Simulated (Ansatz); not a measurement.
## Nudged elastic band, with input and output: AlNH5ClO2 (part 2 of 2)

Continued. System: AlNH5ClO2. Method: RKS PBE-D4/cc-pVDZ (Ansatz 0.2.0). It belongs to a series of runs on one base structure; here: band between the two ends.

Geometry of the input (Å):
```
Al -0.1289  0.1009  0.4281
O  -0.4719  -0.5301  2.0346
H  0.0424  -1.3092  2.3102
Cl 1.7133  -0.6446  -0.4781
O  -1.4481  0.5637  -0.6387
H  -2.0144  -0.1339  -1.0104
N  0.3614  2.0402  0.8251
H  1.3302  2.2647  0.5563
H  -0.2697  2.6558  0.2901
H  0.2510  2.2606  1.8255
```

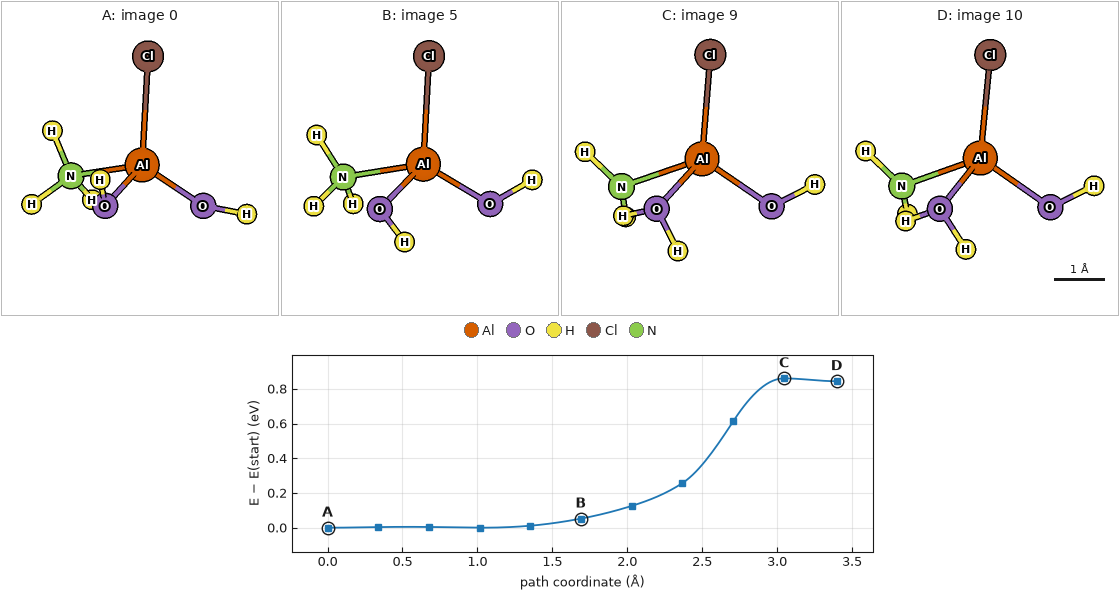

Figure 1. Images of the last band (counted from 0; ball-and-stick, seen at a tilt) above the energy along the path; the line is a cubic interpolation that uses the forces. The highest image is number 9, 0.860 eV above the start and 0.016 eV above the end (the climbing image); the end lies 0.844 eV above the start. The path is 3.40 Å long. The band converged in 28 iterations.

```
Total energy: -24775.56929858 eV, -910.4853782387 hartree
Atom 0 at     0.048087     0.305877     0.093794 Å, force    -0.000029     0.000032     0.000035 eV/Å
Atom 1 at     0.105876    -0.052086     2.019539 Å, force     0.000006     0.000021    -0.000014 eV/Å
Atom 2 at    -0.756682    -0.280522     2.421268 Å, force     0.000011    -0.000004     0.000015 eV/Å
Atom 3 at     1.658207    -0.694107    -0.923270 Å, force     0.000016    -0.000002    -0.000003 eV/Å
Atom 4 at    -1.618588     0.110897    -0.399580 Å, force     0.000015    -0.000017    -0.000003 eV/Å
Atom 5 at    -1.814817    -0.440566    -1.176054 Å, force    -0.000003     0.000010    -0.000006 eV/Å
Atom 6 at     0.423556     2.032113     0.817702 Å, force    -0.000033    -0.000015    -0.000026 eV/Å
Atom 7 at     1.360263     2.438110     0.697618 Å, force     0.000009    -0.000005    -0.000008 eV/Å
Atom 8 at    -0.259865     2.780508     0.644451 Å, force     0.000027     0.000012     0.000006 eV/Å
Atom 9 at     0.219461     1.067777     1.947334 Å, force    -0.000019    -0.000031     0.000005 eV/Å
Dipole moment:    -0.334791     0.380205     0.331101 e Å
this run last wrote the band of iteration 28 to [file]
```

**The last band as extended XYZ (Å, eV, eV/Å)**
```
10
Properties=species:S:1:pos:R:3:forces:R:3 image=0 energy=-24776.42909
Al   -0.1289    0.1009    0.4281    0.0122   0.0029   0.0007
O    -0.4719   -0.5301    2.0346    0.0007  -0.0035   0.0073
H     0.0424   -1.3092    2.3102   -0.0012   0.0030  -0.0026
Cl    1.7133   -0.6446   -0.4781   -0.0105   0.0074   0.0036
O    -1.4481    0.5637   -0.6387   -0.0029   0.0013  -0.0051
H    -2.0144   -0.1339   -1.0104    0.0031   0.0006  -0.0011
N     0.3614    2.0402    0.8251   -0.0007  -0.0095   0.0001
H     1.3302    2.2647    0.5563    0.0000  -0.0037  -0.0012
H    -0.2697    2.6558    0.2901   -0.0027   0.0005   0.0004
H     0.2510    2.2606    1.8255    0.0020   0.0010  -0.0020
10
Properties=species:S:1:pos:R:3:forces:R:3 image=1 energy=-24776.42564
Al   -0.1246    0.1090    0.4386    0.0002   0.0008  -0.0003
O    -0.3593   -0.4216    2.1005   -0.0055  -0.0029  -0.0013
H    -0.0972   -1.3296    2.3297    0.0067  -0.0013  -0.0015
Cl    1.6583   -0.6675   -0.5514    0.0018  -0.0015   0.0044
O    -1.4811    0.5273   -0.6012    0.0019   0.0035  -0.0032
H    -1.8988   -0.1723   -1.1317   -0.0047   0.0004   0.0040
N     0.3572    2.0427    0.8357   -0.0010   0.0016  -0.0005
H     1.2995    2.2853    0.4975    0.0002   0.0000   0.0002
H    -0.3174    2.6718    0.3751    0.0015  -0.0018  -0.0009
H     0.3289    2.2229    1.8500   -0.0011   0.0012  -0.0009
10
Properties=species:S:1:pos:R:3:forces:R:3 image=2 energy=-24776.42498
Al   -0.1229    0.1078    0.4455    0.0015  -0.0020  -0.0002
O    -0.2313   -0.3579    2.1391    0.0038   0.0015  -0.0006
H    -0.2676   -1.3032    2.3636   -0.0045   0.0010   0.0019
Cl    1.6020   -0.6468   -0.6574   -0.0014   0.0006  -0.0027
O    -1.5547    0.4442   -0.5212   -0.0074   0.0025   0.0027
H    -1.7840   -0.1734   -1.2362    0.0071  -0.0034  -0.0036
N     0.3682    2.0380    0.8444   -0.0015   0.0029  -0.0060
H     1.3020    2.2835    0.4854   -0.0024  -0.0004   0.0000
H    -0.3147    2.6806    0.4166    0.0032  -0.0033   0.0032
H     0.3685    2.1952    1.8632    0.0016   0.0007   0.0053
10
Properties=species:S:1:pos:R:3:forces:R:3 image=3 energy=-24776.42911
Al   -0.1384    0.0976    0.4537   -0.0017  -0.0017   0.0002
O    -0.1843   -0.3331    2.1583    0.0037   0.0064  -0.0050
H    -0.4320   -1.2410    2.4028   -0.0049  -0.0035   0.0031
Cl    1.5608   -0.5994   -0.7278   -0.0003   0.0031  -0.0001
O    -1.6322    0.3108   -0.4523    0.0022   0.0024   0.0053
H    -1.6638   -0.1026   -1.3327   -0.0009  -0.0038  -0.0038
N     0.3926    2.0253    0.8477    0.0063  -0.0042  -0.0021
H     1.3088    2.2638    0.4415   -0.0019   0.0021   0.0011
H    -0.3000    2.6946    0.4823   -0.0022   0.0012  -0.0006
H     0.4540    2.1520    1.8693   -0.0003  -0.0020   0.0017
10
Properties=species:S:1:pos:R:3:forces:R:3 image=4 energy=-24776.41786
Al   -0.1032    0.0968    0.4060   -0.0005   0.0081   0.0095
O    -0.0994   -0.3337    2.1139   -0.0208   0.0037   0.0091
H    -0.6178   -1.1050    2.3983    0.0213  -0.0503   0.0022
Cl    1.5807   -0.5354   -0.8286   -0.0106  -0.0020   0.0178
O    -1.6416    0.2542   -0.4322    0.0094  -0.0036   0.0004
H    -1.7024   -0.1802   -1.3013    0.0012   0.0247  -0.0103
N     0.4211    2.0166    0.8578    0.0429  -0.0021  -0.0403
H     1.3389    2.3043    0.4876   -0.0345  -0.0233  -0.0077
H    -0.2775    2.7086    0.5536   -0.0182   0.0136  -0.0205
H     0.4667    2.0418    1.8877    0.0099   0.0312   0.0398
10
Properties=species:S:1:pos:R:3:forces:R:3 image=5 energy=-24776.37690
Al   -0.0640    0.0926    0.3472   -0.0149  -0.0012   0.0303
O    -0.0153   -0.3408    2.0598   -0.0302  -0.0078   0.0265
H    -0.7260   -0.9069    2.4042    0.0170  -0.1060  -0.0039
Cl    1.6072   -0.5292   -0.8988   -0.0120   0.0138   0.0241
O    -1.6349    0.2245   -0.4290    0.0013   0.0101   0.0049
H    -1.7603   -0.2602   -1.2634    0.0174   0.0345  -0.0122
N     0.4328    2.0101    0.8592    0.0049  -0.0076   0.0196
H     1.3564    2.3515    0.5598   -0.0004  -0.0169  -0.0473
H    -0.2711    2.7204    0.6153   -0.0042  -0.0028  -0.0344
H     0.4407    1.9062    1.8884    0.0211   0.0838  -0.0075
10
Properties=species:S:1:pos:R:3:forces:R:3 image=6 energy=-24776.30379
Al   -0.0321    0.0898    0.2920   -0.0221  -0.0227   0.0534
O     0.0531   -0.3060    2.0230   -0.0303  -0.0592   0.0295
H    -0.7522   -0.6738    2.4246   -0.0060  -0.1548   0.0058
Cl    1.6289   -0.5681   -0.9361   -0.0117   0.0315   0.0255
O    -1.6294    0.1832   -0.4291   -0.0005   0.0272   0.0035
H    -1.8030   -0.3520   -1.2227    0.0210   0.0347  -0.0180
N     0.4279    2.0096    0.8443    0.0071  -0.0052  -0.0019
H     1.3578    2.3944    0.6320    0.0017  -0.0162  -0.0772
H    -0.2803    2.7333    0.6635   -0.0015  -0.0001  -0.0557
H     0.3948    1.7577    1.8513    0.0424   0.1648   0.0351
10
Properties=species:S:1:pos:R:3:forces:R:3 image=7 energy=-24776.17228
Al   -0.0071    0.1153    0.2285   -0.0495  -0.1679   0.1340
O     0.0878   -0.2270    1.9925   -0.0475  -0.1858   0.0176
H    -0.7496   -0.4755    2.4211   -0.0245  -0.2136   0.0106
Cl    1.6407   -0.6183   -0.9610   -0.0142   0.0517   0.0146
O    -1.6307    0.1544   -0.4275   -0.0081   0.0424  -0.0359
H    -1.8299   -0.4002   -1.2010    0.0116   0.0348  -0.0304
N     0.4271    2.0060    0.8466    0.0110   0.0010  -0.0489
H     1.3627    2.4108    0.7196    0.0230  -0.0114  -0.0393
H    -0.2802    2.7410    0.7214   -0.0078  -0.0078  -0.0015
H     0.3448    1.5615    1.8024    0.1061   0.4565  -0.0208
10
Properties=species:S:1:pos:R:3:forces:R:3 image=8 energy=-24775.81664
Al    0.0236    0.2050    0.1575   -0.0917  -0.4462   0.2840
O     0.1019   -0.1142    1.9922   -0.0658  -0.2244  -0.0870
H    -0.7456   -0.3405    2.4185   -0.0144  -0.1924  -0.0013
Cl    1.6530   -0.6635   -0.9497    0.0027   0.0630  -0.0229
O    -1.6271    0.1280   -0.4120   -0.0229   0.0649  -0.0755
H    -1.8265   -0.4288   -1.1833   -0.0101   0.0166  -0.0456
N     0.4221    2.0050    0.8650    0.0038  -0.1130   0.1748
H     1.3566    2.4160    0.7354    0.0033  -0.1083   0.1491
H    -0.2729    2.7483    0.7052   -0.0305  -0.1339   0.1918
H     0.2804    1.3127    1.8139    0.2256   1.0736  -0.5672
10
Properties=species:S:1:pos:R:3:forces:R:3 image=9 energy=-24775.56925
Al    0.0481    0.3059    0.0938    0.0000   0.0000   0.0000
O     0.1059   -0.0521    2.0195    0.0000   0.0000   0.0000
H    -0.7567   -0.2805    2.4213    0.0000   0.0000   0.0000
Cl    1.6582   -0.6941   -0.9233    0.0000   0.0000   0.0000
O    -1.6186    0.1109   -0.3996    0.0000   0.0000   0.0000
H    -1.8148   -0.4406   -1.1761    0.0000   0.0000   0.0000
N     0.4236    2.0321    0.8177    0.0000   0.0000   0.0000
H     1.3603    2.4381    0.6976    0.0000   0.0000   0.0000
H    -0.2599    2.7805    0.6445    0.0000   0.0000   0.0000
H     0.2195    1.0678    1.9473    0.0000   0.0000   0.0000
10
Properties=species:S:1:pos:R:3:forces:R:3 image=10 energy=-24775.58558
Al    0.0787    0.3952    0.0697   -0.0018   0.0026   0.0093
O     0.0883   -0.0946    2.0296   -0.0193   0.0094   0.0041
H    -0.8190   -0.3237    2.3234    0.0110  -0.0048  -0.0030
Cl    1.6584   -0.6968   -0.9043    0.0006  -0.0002   0.0007
O    -1.6031    0.1262   -0.3444    0.0140  -0.0143  -0.0121
H    -1.8030   -0.4854   -1.0741   -0.0107   0.0096   0.0071
N     0.4387    2.0927    0.7643   -0.0165   0.0088  -0.0005
H     1.3796    2.4854    0.6350    0.0076   0.0011  -0.0033
H    -0.2277    2.8387    0.5251    0.0072  -0.0061   0.0036
H     0.1747    0.9303    2.1184    0.0078  -0.0059  -0.0060
```

**Summary**

| quantity | value |
| --- | --- |
| outcome | converged |
| barrier, forward | 0.860 eV |
| barrier, backward | 0.016 eV |
| hardware | 2 threads of Intel Xeon (Sapphire Rapids), 32 GiB of memory available, shared host |
| wall time | 6.3 min (CPU time 12 min) |
| peak memory | 0.18 GiB |

**Notes**

The order of the saddle point was not checked.
